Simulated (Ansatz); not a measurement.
# CH3NZn: single-point calculation

- system: CH3NZn
- method: RKS PBE0-D4/def2-TZVPP (Ansatz 0.2.0)

The geometry is a minimum found at another level. The geometry comes from this level: PBE0-D4/def2-TZVP.

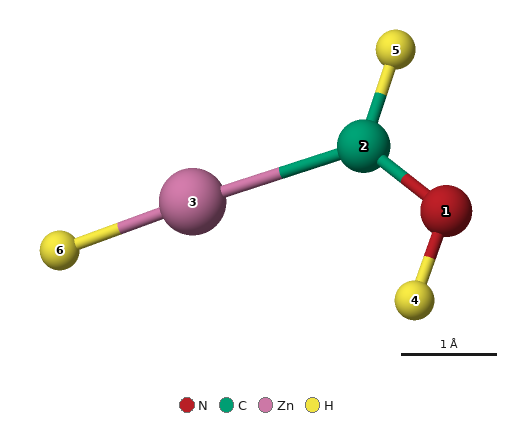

The structure as given in the input (ball-and-stick view, seen at a tilt; atoms are numbered from 1 in the order of the input). Sticks mark near contacts.

Input:
```yaml
crystal:
  periodic: [false, false, false]
  atoms:
    - {symbol: N, position_ang: [-0.867984, -0.952296, -0.906733]}
    - {symbol: C, position_ang: [-0.179837, 0.100862, -0.706999]}
    - {symbol: Zn, position_ang: [0.702995, 0.636768, 0.969020]}
    - {symbol: H, position_ang: [-0.929905, -1.537048, -0.071254]}
    - {symbol: H, position_ang: [-0.098710, 0.747012, -1.592704]}
    - {symbol: H, position_ang: [1.373441, 1.004703, 2.308670]}
basis:
  gaussian: {orbitals: def2-TZVPP}
hamiltonian: {xc: pbe0, dispersion: d4}
output: {orbitals: {seedname: orbitals}}
```

Hardware: 2 threads of Arm Neoverse V1, 23 GiB of memory available, shared host.

Launched with:
```bash
ansatz run in.yaml --threads 2 --pin off --events-out ev --progress --plain --max-ram 4352MiB
```

What the program printed:
```
Functional definition: PBE0
  name "PBE0"
  cite "Adamo & Barone, J. Chem. Phys. 110, 6158 (1999) doi:10.1063/1.478522"
  cite "Perdew, Burke & Ernzerhof, Phys. Rev. Lett. 77, 3865 (1996) doi:10.1103/PhysRevLett.77.3865"
  parent pbe
  parameter a = 0.25
  parameter kappa = 0.804
  parameter beta = 0.06672455060314922
  exchange = (1 - a)*pbe_x(kappa = kappa, mu = beta*pi^2/3) + a*exact_x
  correlation = pbe_c(beta = beta)
1096 factors; their error is unknown
mean field evaluation 1: about -50978.0280 eV, gradient 6.3e1 eV
mean field evaluation 2: about -50935.4344 eV, gradient 1.5e2 eV
mean field evaluation 4: about -50984.5625 eV, gradient 1.9e1 eV
mean field evaluation 8: about -50985.1817 eV, gradient 8.5e-2 eV
mean field evaluation 16: about -50985.2639 eV, gradient 4.5e-5 eV
mean field -50985.26394362 eV, -1873.6738908747 hartree, gradient 4.5e-5 eV, S^2 0.000000; 0 other end points of the search recorded, 0 dependent functions left out
reference -50985.26397392 eV, -1873.6738919886 hartree; 23, 23 occupied and 145, 145 virtual orbitals, 1096 factors
Total energy: -50985.33520699 eV, -1873.6765097555 hartree
```

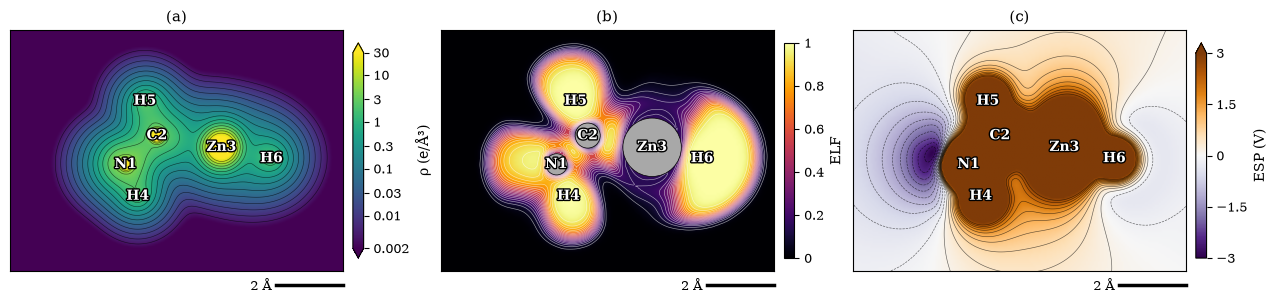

(a) total electron density; (b) electron localisation function; (c) molecular electrostatic potential on the molecular plane. Grey discs, where drawn, cover atomic cores. Atoms in the plane: N, C, Zn and H. C–N (1.27 Å): ρ at the midpoint is about 2.8 e/Å³; the ELF peaks at about 0.90 between the atoms (a double or triple bond). C–Zn (1.97 Å): ρ at the midpoint is about 0.76 e/Å³; the ELF peaks at about 0.95 in the valence shell of C, 0.7 Å from its nucleus, and is about 0.50 at the midpoint. N–H (1.02 Å): ρ is about 2.9 e/Å³ halfway, with its minimum of 2.3 e/Å³ about 0.8 Å from N; the ELF climbs to about 1 towards the hydrogen, as it does in any bond to H (a covalent bond by its length).

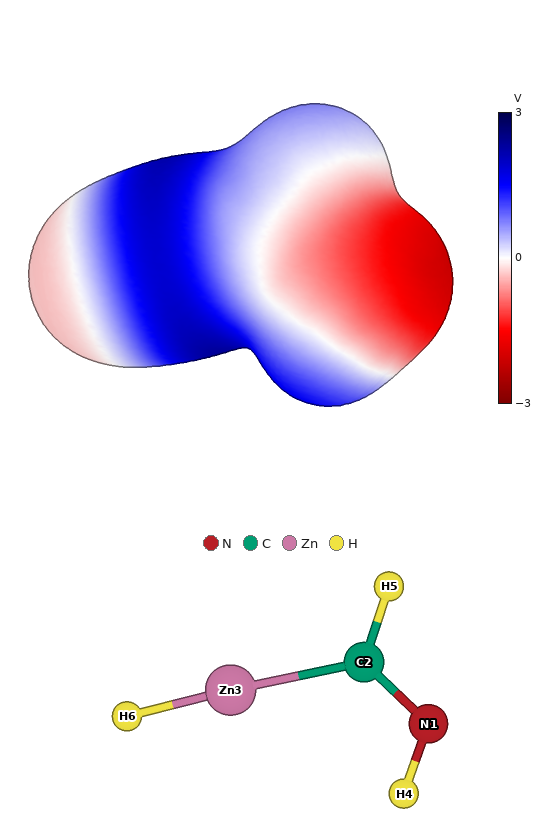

The molecular electrostatic potential painted on the density surface at 0.002 e/bohr³, seen at a tilt; the colour scale runs from red (negative) to blue (positive). The bare structure is drawn below in the same view.

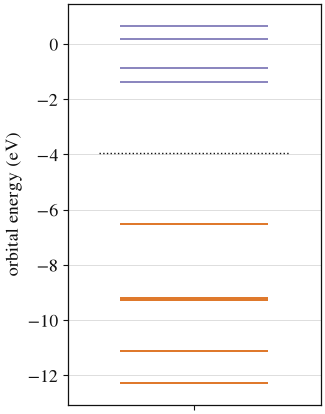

Orbital energies near the frontier; the dotted line parts filled from empty levels, and levels within 0.02 eV of each other stand side by side. Highest filled −6.51 eV, lowest empty −1.37 eV, 5.14 eV apart.

Key numbers:

| quantity | value |
| --- | --- |
| outcome | converged |
| total energy | −50985.3352 eV |
| mean-field energy | −50985.2640 eV |
| dispersion energy | −0.0712 eV |
| SCF solution under orbital rotations | stable |
| HOMO | −6.51 eV |
| LUMO | −1.37 eV |
| wall time | 2.7 s (CPU time 5.1 s) |
| peak memory | 0.31 GiB |
